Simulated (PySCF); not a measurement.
Molecule: C7H14OSi2, SMILES C[Si](C)(C)[SiH2]c1ccco1. Atoms near the plane z = 0.0 Å, at the GFN2-xTB optimised geometry (x, y, z in Å): C3 (-3.0, 0.6, -0.4), Si5 (-0.3, -1.6, 0.0), C6 (1.0, -0.3, 0.0), C7 (2.4, -0.3, 0.0), C8 (2.8, 1.1, 0.0), C9 (1.7, 1.8, 0.0), O10 (0.6, 1.0, 0.0), H13 (-3.7, -2.7, -0.7), H14 (-3.4, 0.2, 0.5), H15 (-3.8, 1.0, -1.0), H16 (-2.3, 1.4, -0.2), H20 (0.4, -2.8, -0.5), H22 (3.0, -1.2, 0.0), H23 (3.8, 1.4, 0.0), H24 (1.5, 2.8, 0.0).

Method: PySCF with PBE0/def2-SVP. Cells within 0.4 Å of a nucleus heavier than hydrogen are left out (blank, or x). The values are rescaled to run from 0 to 1.

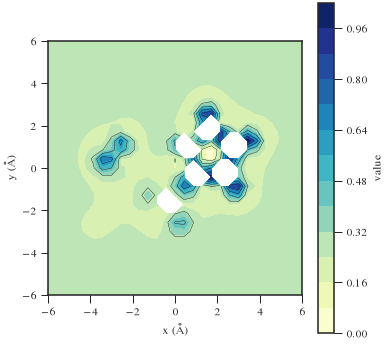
Figure: a field on the plane z = 0.0 Å.

Which quantity is mapped?
(A) Laplacian of the electron density
(B) deformation density (molecule minus spherical neutral atoms)
(C) an orbital amplitude
(D) electron localisation function

B, deformation density (molecule minus spherical neutral atoms). In full: deformation density (molecule minus spherical neutral atoms) (e/bohr³).
